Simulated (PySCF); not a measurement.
H₃O₄Si, SMILES [O][Si](O)(O)O, doublet, PBE0/def2-SVP optimised geometry. Atoms within 1.6 Å of the plane z = 0.0 Å (x, y, z in Å): O1 (-0.81, -1.43, -1.31), Si2 (-0.33, -0.50, 0.00), O3 (1.31, -0.50, 0.00), O4 (-0.79, 1.07, 0.00), O5 (-1.07, -1.26, 1.27), H6 (1.73, 0.34, 0.20), H7 (-1.73, 1.26, 0.12), H8 (-0.92, -2.20, 1.35).

Computed with unrestricted PBE0/def2-TZVP run with PySCF. Cells within 0.4 Å of a nucleus heavier than hydrogen are left out (blank, or x).

Map of the electrostatic potential (hartree/e), clipped to [-0.08, 0.12] on the plane z = 0.0 Å:

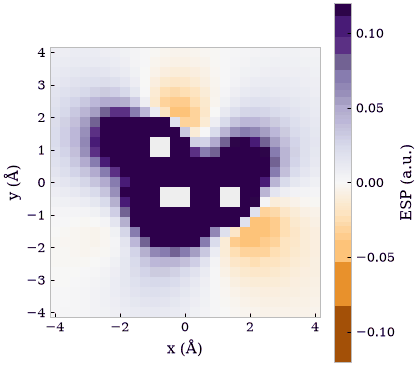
Figure. Electrostatic potential (hartree/e), clipped to [-0.08, 0.12] on the plane z = 0.0 Å.
